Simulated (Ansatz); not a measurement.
**BrCuH6O3 (charge +1, doublet): density, localisation and related maps**

Input file:

```
crystal:
  periodic: [false, false, false]
  atoms:
    - {symbol: Cu, position_ang: [-0.023529, -0.343267, -0.050964]}
    - {symbol: O, position_ang: [1.973905, -0.377149, -0.239532]}
    - {symbol: H, position_ang: [2.196469, -1.219189, -0.676154]}
    - {symbol: H, position_ang: [2.502591, -0.361472, 0.573856]}
    - {symbol: O, position_ang: [0.098916, 1.647867, 0.234599]}
    - {symbol: H, position_ang: [0.828070, 2.212110, -0.055997]}
    - {symbol: H, position_ang: [-0.529788, 2.191516, 0.727508]}
    - {symbol: O, position_ang: [-2.011036, -0.193227, 0.160224]}
    - {symbol: H, position_ang: [-2.345414, -1.097250, 0.299370]}
    - {symbol: H, position_ang: [-2.525141, 0.164715, -0.579882]}
    - {symbol: Br, position_ang: [-0.165044, -2.624653, -0.393018]}
basis:
  gaussian: {orbitals: def2-TZVP, initial_orbitals: start.molden}
total_charge: 1
magnetization: {spin_polarized: true, initial_magnetization: 1}
hamiltonian: {xc: pbe0, dispersion: d4}
scf: {omitted_lower_state_checks: [starts]}
output: {orbitals: {seedname: orbitals}}
```

Command:

```sh
ansatz run in.yaml --threads 4 --pin off --events-out ev --progress --plain --max-ram 4787MiB
```

Geometry: PBE0-D4/def2-SVP.

Method: UKS PBE0-D4/def2-TZVP in Ansatz.

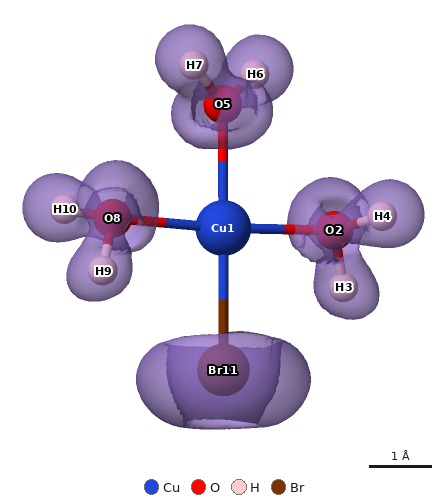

Figure 1. Isosurface of the electron localisation function at 0.8 (purple), seen at a tilt. Only the valence region is drawn (cores and ρ < 0.01 e/Å³ removed).

> Where are the electrons localised?

The ELF exceeds this value in one ring or bowl of non-bonding electrons around Br and three joined regions spread over several atoms (H, O), in which their bonds and any lone pairs are merged. Along the contacts the grid gives the following. Cu–O (2.00 Å): the ELF peaks at about 0.90 in the valence shell of O, 0.6 Å from its nucleus, and is about 0.15 at the midpoint. Cu–Br (2.31 Å): the ELF peaks at about 0.75 in the valence shell of Br, 1.0 Å from its nucleus, and is about 0.55 at the midpoint.

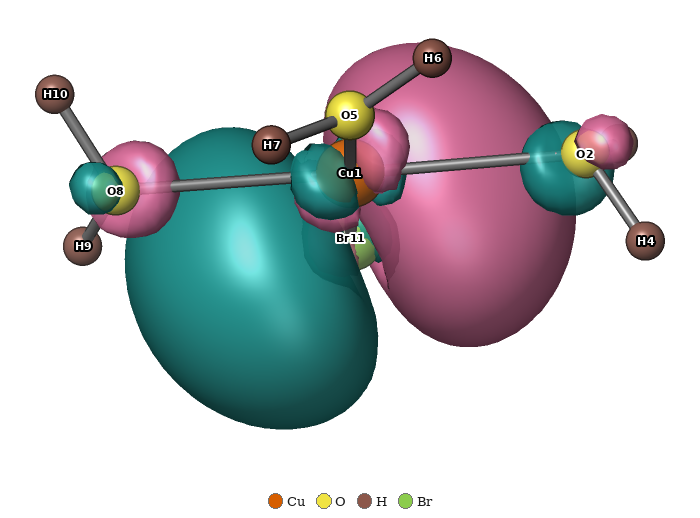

Figure 2. The HOMO−1 (β) at ±0.1 Å⁻³ᐟ² (teal and pink are the two phases), seen from one side.

> Describe this orbital and give its energy.

It lies mainly on Br11 (about 90 %); largely a lone pair of Br11. Its energy is −11.78 eV.

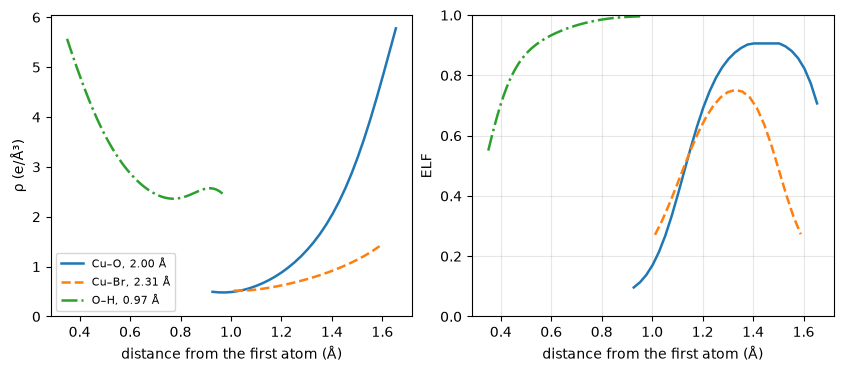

Figure 3. Total electron density and ELF along straight lines between neighbouring atoms. The curves leave out the atomic cores.

> Compare the contacts.

Cu–O (2.00 Å): the density is about 0.49 e/Å³ at the midpoint; the ELF peaks at about 0.90 in the valence shell of O, 0.6 Å from its nucleus, and is about 0.15 at the midpoint.
Cu–Br (2.31 Å): the density is about 0.58 e/Å³ at the midpoint, with its minimum of 0.52 e/Å³ about 1.0 Å from Cu; the ELF peaks at about 0.75 in the valence shell of Br, 1.0 Å from its nucleus, and is about 0.55 at the midpoint.
O–H (0.97 Å): ρ at the midpoint is about 3.8 e/Å³; the ELF climbs to about 1 towards the hydrogen, as it does in any bond to H (an ordinary covalent bond to hydrogen).

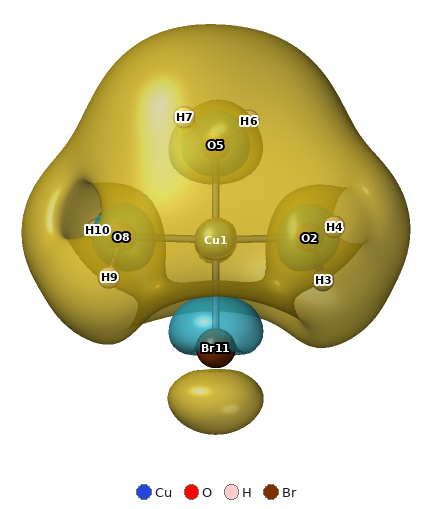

Figure 4. The LUMO (α) at ±0.04 Å⁻³ᐟ² (yellow and cyan are the two phases), seen at a tilt.

> What is the character of this orbital?

It lies mainly on Cu1 (about 30 %), H6 (about 10 %), H7 (about 10 %), O5 (about 10 %), Br11 (about 5 %), H4 (about 5 %) and H10 (about 5 %). Its energy is −5.09 eV.
